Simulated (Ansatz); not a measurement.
# Geometry relaxation of C₂H₅NaS (part 2 of 2)

C₂H₅NaS, SMILES CS[CH2][Na]; RHF/def2-SVP (Ansatz 0.2.0). 

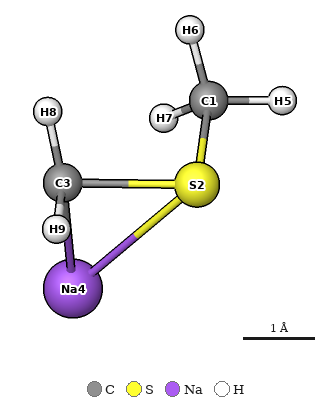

Fig. 1: The geometry at step 13 of the log (ball-and-stick view, seen at a tilt; atoms are numbered from 1 in the order of the input).

Trajectory as extended XYZ, continued
```
9
Properties=species:S:1:pos:R:3:forces:R:3 step=6 energy=-17353.73083
C     0.5433    1.2710   -0.0099   -0.0206  -0.0140   0.0010
S    -0.3421    0.1983    1.1485    0.0026  -0.0364  -0.0026
C    -0.8213   -1.2287    0.1038    0.0744   0.0591  -0.0108
Na    1.1977   -1.7486   -0.9635   -0.0122   0.0027   0.0206
H     0.8143    2.1878    0.5148   -0.0021  -0.0107   0.0008
H    -0.0816    1.5353   -0.8639    0.0127  -0.0067   0.0055
H     1.4747    0.8213   -0.3820   -0.0043   0.0099  -0.0152
H    -1.7782   -1.0045   -0.3736   -0.0390  -0.0104  -0.0067
H    -1.0069   -2.0320    0.8258   -0.0114   0.0065   0.0073
9
Properties=species:S:1:pos:R:3:forces:R:3 step=7 energy=-17353.73281
C     0.5320    1.2636   -0.0265   -0.0003  -0.0597  -0.1522
S    -0.2271    0.1217    1.1696    0.0512  -0.0965  -0.2939
C    -0.8338   -1.2475    0.0702    0.0684   0.2196  -0.0160
Na    1.2945   -1.7495   -0.7936   -0.1250   0.0356   0.0931
H     0.8463    2.1580    0.5167   -0.0195  -0.0767  -0.0552
H    -0.1852    1.5624   -0.8047    0.2329  -0.1244   0.2426
H     1.4335    0.8460   -0.5200   -0.3166   0.1374   0.1171
H    -1.7710   -0.9109   -0.3940    0.1385  -0.1184   0.1061
H    -1.0893   -2.0439    0.7823   -0.0297   0.0830  -0.0416
9
Properties=species:S:1:pos:R:3:forces:R:3 step=8 energy=-17353.74414
C     0.5272    1.2612   -0.0323   -0.0100  -0.0560  -0.1486
S    -0.1809    0.0915    1.1658    0.0267  -0.0781  -0.2238
C    -0.8343   -1.2500    0.0573    0.1073   0.1514  -0.0474
Na    1.3178   -1.7531   -0.7237   -0.1109   0.0313   0.0934
H     0.8589    2.1446    0.5170   -0.0147  -0.0584  -0.0432
H    -0.2205    1.5713   -0.7745    0.2089  -0.1101   0.2053
H     1.4069    0.8581   -0.5704   -0.2682   0.1173   0.1003
H    -1.7590   -0.8825   -0.4044    0.0822  -0.0811   0.0939
H    -1.1161   -2.0410    0.7653   -0.0214   0.0838  -0.0300
9
Properties=species:S:1:pos:R:3:forces:R:3 step=9 energy=-17353.77007
C     0.5169    1.2489   -0.0471    0.0316  -0.0115  -0.1044
S    -0.0725    0.0138    1.1473   -0.0271   0.0597  -0.1612
C    -0.8359   -1.2466    0.0095    0.0430  -0.0205  -0.0107
Na    1.3655   -1.7454   -0.5390   -0.0338  -0.0216   0.0251
H     0.8860    2.1069    0.5155    0.0133  -0.0109  -0.0495
H    -0.2940    1.5800   -0.7049    0.1248  -0.0871   0.1697
H     1.3403    0.8831   -0.6849   -0.1913   0.0818   0.1061
H    -1.7506   -0.8117   -0.4069    0.0599  -0.0043   0.0398
H    -1.1556   -2.0291    0.7106   -0.0205   0.0145  -0.0149
9
Properties=species:S:1:pos:R:3:forces:R:3 step=10 energy=-17353.77530
C     0.4946    1.2674   -0.0514    0.0239   0.0014  -0.3921
S    -0.0092   -0.0210    1.1260    0.0064   0.1335  -0.0645
C    -0.8063   -1.2605   -0.0201   -0.0655  -0.0624  -0.0107
Na    1.4113   -1.8516   -0.3879   -0.0344  -0.0120  -0.0266
H     0.9492    2.0855    0.5149   -0.0695  -0.1089  -0.1118
H    -0.3836    1.6504   -0.5965    0.3586  -0.1366   0.2492
H     1.2291    0.9134   -0.8070   -0.3727   0.1372   0.3748
H    -1.6842   -0.7725   -0.4616    0.1174  -0.0560   0.0348
H    -1.2009   -2.0109    0.6836    0.0358   0.1039  -0.0532
9
Properties=species:S:1:pos:R:3:forces:R:3 step=11 energy=-17353.78546
C     0.4826    1.2679   -0.0458    0.0489   0.0715  -0.1840
S    -0.0332    0.0002    1.1391    0.0446   0.0217  -0.0895
C    -0.7843   -1.2599   -0.0121   -0.1152  -0.0471   0.0242
Na    1.4125   -1.8702   -0.4038    0.0131   0.0066   0.0176
H     0.9718    2.0744    0.5040   -0.0376  -0.0450  -0.0516
H    -0.3886    1.6751   -0.5701    0.1665  -0.0661   0.0966
H     1.1861    0.8901   -0.8075   -0.1947   0.0623   0.1951
H    -1.6450   -0.7858   -0.4986    0.0757  -0.0280   0.0550
H    -1.2019   -1.9917    0.6947   -0.0012   0.0240  -0.0633
9
Properties=species:S:1:pos:R:3:forces:R:3 step=12 energy=-17353.78919
C     0.4781    1.2741   -0.0477    0.0199  -0.0156  -0.0498
S    -0.0191   -0.0071    1.1279   -0.0041   0.0118   0.0861
C    -0.7825   -1.2715   -0.0134   -0.0225   0.0049  -0.0948
Na    1.4248   -1.8754   -0.3720    0.0081  -0.0097   0.0047
H     0.9930    2.0657    0.4952    0.0033  -0.0060   0.0277
H    -0.3941    1.7001   -0.5415   -0.0332   0.0034  -0.0027
H     1.1483    0.8935   -0.8255   -0.0056  -0.0026  -0.0139
H    -1.6280   -0.7875   -0.5128    0.0279  -0.0061   0.0242
H    -1.2205   -1.9918    0.6898    0.0062   0.0200   0.0185
9
Properties=species:S:1:pos:R:3:forces:R:3 step=13 energy=-17353.75952 accepted=F
C     0.4740    1.2675   -0.0558   -0.0266   0.0399   0.2548
S    -0.0462    0.0011    1.1349    0.0787  -0.2159  -0.4850
C    -0.7867   -1.2727   -0.0772    0.1087   0.2913   0.6546
Na    1.4685   -1.8525   -0.2952   -0.1541   0.0533  -0.0003
H     1.0423    2.0227    0.4833    0.0315   0.1062  -0.0367
H    -0.3990    1.7362   -0.5072    0.0016   0.0175  -0.0440
H     1.0950    0.8623   -0.8590   -0.0039  -0.0395  -0.0112
H    -1.6713   -0.7686   -0.4787    0.0441  -0.1348  -0.1747
H    -1.1767   -1.9961    0.6550   -0.0801  -0.1179  -0.1575
9
Properties=species:S:1:pos:R:3:forces:R:3 step=14 energy=-17353.79059
C     0.4701    1.2751   -0.0490    0.0190   0.0153   0.0022
S    -0.0059   -0.0128    1.1295   -0.0087   0.0154  -0.0143
C    -0.7726   -1.2714   -0.0230    0.0019  -0.0255   0.0073
Na    1.4370   -1.8970   -0.3369   -0.0019  -0.0020  -0.0020
H     1.0091    2.0550    0.4885   -0.0041  -0.0034  -0.0071
H    -0.4135    1.7146   -0.5118   -0.0039  -0.0081   0.0129
H     1.1109    0.8931   -0.8503   -0.0082  -0.0040   0.0056
H    -1.6069   -0.7754   -0.5272    0.0075   0.0097   0.0009
H    -1.2283   -1.9813    0.6802   -0.0017   0.0024  -0.0055
9
Properties=species:S:1:pos:R:3:forces:R:3 step=15 energy=-17353.79091
C     0.4649    1.2779   -0.0490    0.0017   0.0146   0.0017
S     0.0013   -0.0147    1.1289    0.0025   0.0005  -0.0114
C    -0.7649   -1.2749   -0.0255   -0.0038  -0.0110   0.0215
Na    1.4440   -1.9142   -0.3184   -0.0034   0.0032  -0.0012
H     1.0203    2.0503    0.4829   -0.0069  -0.0077  -0.0140
H    -0.4257    1.7261   -0.4902    0.0124  -0.0064   0.0090
H     1.0852    0.8938   -0.8651   -0.0055   0.0028   0.0107
H    -1.5872   -0.7699   -0.5404    0.0028  -0.0010  -0.0050
H    -1.2379   -1.9744    0.6768    0.0002   0.0050  -0.0113
9
Properties=species:S:1:pos:R:3:forces:R:3 step=16 energy=-17353.76395 accepted=F
C     0.4639    1.2855   -0.0417   -0.0146  -0.4332  -0.2645
S     0.0087   -0.0142    1.1287    0.0103   0.1536   0.4911
C    -0.7640   -1.2761    0.0201    0.1097   0.2121  -0.9824
Na    1.4276   -1.9076   -0.3395    0.0964  -0.0473  -0.0037
H     1.0233    2.0602    0.4656    0.1086   0.1349   0.2481
H    -0.4269    1.7220   -0.4779   -0.1692   0.1169  -0.1066
H     1.0793    0.8916   -0.8564   -0.0041   0.0445  -0.0645
H    -1.5466   -0.7863   -0.5734    0.0646   0.0116   0.1750
H    -1.2654   -1.9752    0.6744   -0.2017  -0.1931   0.5076
9
Properties=species:S:1:pos:R:3:forces:R:3 step=17 energy=-17353.79095
C     0.4631    1.2784   -0.0491    0.0086   0.0069   0.0023
S     0.0086   -0.0183    1.1276    0.0009   0.0108   0.0058
C    -0.7632   -1.2772   -0.0246    0.0049  -0.0101   0.0044
Na    1.4465   -1.9211   -0.3146   -0.0102   0.0028  -0.0015
H     1.0197    2.0508    0.4814   -0.0045  -0.0053  -0.0062
H    -0.4305    1.7257   -0.4841    0.0001  -0.0013   0.0029
H     1.0801    0.8979   -0.8689   -0.0025  -0.0018   0.0017
H    -1.5783   -0.7669   -0.5459    0.0026  -0.0001  -0.0023
H    -1.2461   -1.9691    0.6781    0.0001  -0.0019  -0.0071
9
Properties=species:S:1:pos:R:3:forces:R:3 step=18 energy=-17353.79099
C     0.4622    1.2784   -0.0485   -0.0014   0.0005   0.0009
S     0.0082   -0.0167    1.1301   -0.0055  -0.0062  -0.0054
C    -0.7613   -1.2776   -0.0232    0.0014  -0.0008  -0.0007
Na    1.4469   -1.9200   -0.3134    0.0010  -0.0001   0.0003
H     1.0234    2.0492    0.4787    0.0007   0.0008  -0.0005
H    -0.4320    1.7280   -0.4797    0.0014   0.0004  -0.0011
H     1.0740    0.8947   -0.8707   -0.0006   0.0004   0.0004
H    -1.5728   -0.7671   -0.5500    0.0024   0.0029   0.0046
H    -1.2485   -1.9688    0.6768    0.0007   0.0020   0.0015
9
Properties=species:S:1:pos:R:3:forces:R:3 step=19 energy=-17353.79100
C     0.4622    1.2782   -0.0486   -0.0010  -0.0013   0.0012
S     0.0073   -0.0170    1.1298    0.0028   0.0020   0.0010
C    -0.7614   -1.2777   -0.0234   -0.0016   0.0012  -0.0015
Na    1.4469   -1.9193   -0.3139    0.0007  -0.0002   0.0002
H     1.0231    2.0491    0.4790    0.0005   0.0006   0.0004
H    -0.4315    1.7279   -0.4807   -0.0001   0.0002  -0.0005
H     1.0748    0.8945   -0.8702    0.0001  -0.0001  -0.0003
H    -1.5734   -0.7666   -0.5488   -0.0007  -0.0017  -0.0008
H    -1.2479   -1.9690    0.6769   -0.0006  -0.0007   0.0002
```

This output came from the following input.

Input file
```yaml
crystal:
  periodic: [false, false, false]
  atoms:
    - { symbol: C, position_ang: [0.533781, 1.274383, -0.000627] }
    - { symbol: S, position_ang: [-0.370602, 0.217191, 1.167739] }
    - { symbol: C, position_ang: [-0.801464, -1.210689, 0.150531] }
    - { symbol: Na, position_ang: [1.161762, -1.759879, -1.011163] }
    - { symbol: H, position_ang: [0.823479, 2.205114, 0.52847] }
    - { symbol: H, position_ang: [-0.088588, 1.549177, -0.878134] }
    - { symbol: H, position_ang: [1.471733, 0.786929, -0.380136] }
    - { symbol: H, position_ang: [-1.724499, -1.023758, -0.440047] }
    - { symbol: H, position_ang: [-1.005602, -2.038458, 0.863357] }
basis:
  gaussian: { orbitals: def2-SVP }
hamiltonian:
  xc: hf
output:
  forces: true
relax:
  f_tol: 0.003
  max_steps: 120
```

Launch command:
```bash
ansatz run input.yaml --threads 1 --pin off --max-ram 2560MiB --backend cpu --events-out ev --progress --plain --runs-dir out
```

Results in brief

- outcome: converged
- total energy: −17353.7910 eV
- mean-field energy: −17353.7910 eV
- largest force (length of the vector) at the end: 0.004 eV/Å
- hardware: 1 thread of Intel Xeon @ 2.50GHz (Skylake/Cascade Lake), 189 GiB of memory available, shared host
- wall time: 2.1 min
- peak memory: 0.16 GiB
